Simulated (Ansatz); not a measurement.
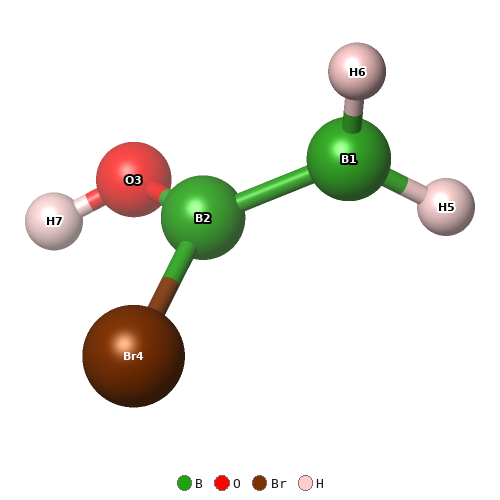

The system is B2BrH3O, SMILES BB(O)Br; the picture shows the reference structure. The first coordinate is: angle B1–B2–O3; the second: dihedral B1–B2–O3–H7. Nothing is relaxed (all other coordinates rigid). Grid: 11 × 12 points. Points are written as (first, second). All energies are given in eV relative to the lowest grid point. Method: Ansatz, RHF/def2-TZVP.

Its coordinates:

```yaml
atoms:
  - { symbol: B, position_ang: [-0.6420, 1.0745, 0.1236] }
  - { symbol: B, position_ang: [0.2264, -0.3669, -0.0771] }
  - { symbol: O, position_ang: [0.5981, -1.2020, 0.8900] }
  - { symbol: Br, position_ang: [0.7090, -0.8025, -1.9501] }
  - { symbol: H, position_ang: [-1.8304, 1.0863, 0.0641] }
  - { symbol: H, position_ang: [-0.0793, 2.1113, 0.2801] }
  - { symbol: H, position_ang: [1.0794, -1.9687, 0.6236] }
```

Range: angle B1–B2–O3 from 91.2 to 161.2°; dihedral B1–B2–O3–H7 from −180 to 150°.

### What will the energy surface look like?

The lowest grid point is at (126.2°, −180°). A higher local minimum lies near (133.2°, 0°) (0.12 eV above the lowest at that grid point). The highest grid point, (91.2°, 60°), lies 1.27 eV above the lowest. On the interpolated surface the easiest way out of the lowest well to the well at about (132°, 0°) passes a barrier of about 0.52 eV. Round the minimum the two coordinates are nearly uncoupled.

```tsv
dihedral B1–B2–O3–H7 ↓, angle B1–B2–O3 →	91.2	98.2	105.2	112.2	119.2	126.2	133.2	140.2	147.2	154.2	161.2
150	0.81	0.57	0.38	0.23	0.15	0.12	0.14	0.21	0.32	0.47	0.68
120	1.05	0.83	0.65	0.50	0.41	0.37	0.38	0.44	0.54	0.68	0.88
90	1.25	1.03	0.83	0.68	0.57	0.52	0.52	0.57	0.66	0.80	0.98
60	1.27	1.01	0.79	0.61	0.50	0.43	0.43	0.47	0.56	0.69	0.87
30	1.21	0.89	0.63	0.44	0.30	0.23	0.22	0.26	0.35	0.48	0.66
0	1.20	0.85	0.57	0.35	0.21	0.14	0.12	0.16	0.25	0.38	0.56
−30	1.21	0.89	0.63	0.44	0.30	0.23	0.22	0.26	0.35	0.48	0.66
−60	1.27	1.01	0.78	0.61	0.50	0.43	0.43	0.47	0.56	0.69	0.87
−90	1.25	1.03	0.83	0.68	0.57	0.52	0.52	0.57	0.66	0.80	0.98
−120	1.05	0.83	0.65	0.50	0.41	0.37	0.38	0.44	0.54	0.68	0.88
−150	0.81	0.57	0.38	0.23	0.15	0.12	0.14	0.21	0.32	0.47	0.68
−180	0.71	0.46	0.26	0.11	0.03	0.00	0.03	0.10	0.22	0.38	0.59
```

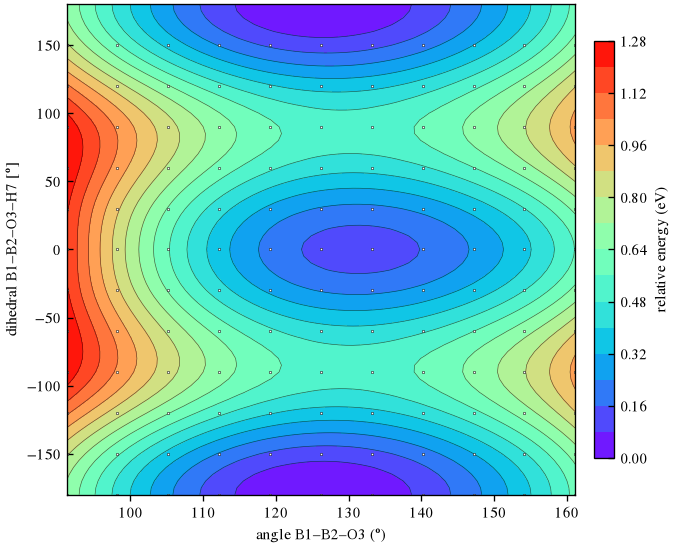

The picture shows filled contours, dots at the grid points. Between grid points the surface is interpolated.

Each point was launched as `ansatz run input.yaml --threads 1 --pin off --max-ram 2560MiB --backend cpu --events-out ev --progress --plain --runs-dir out`. The whole map (132 points run) took 9.3 min on 1 thread of Arm Neoverse V2, on a shared host.
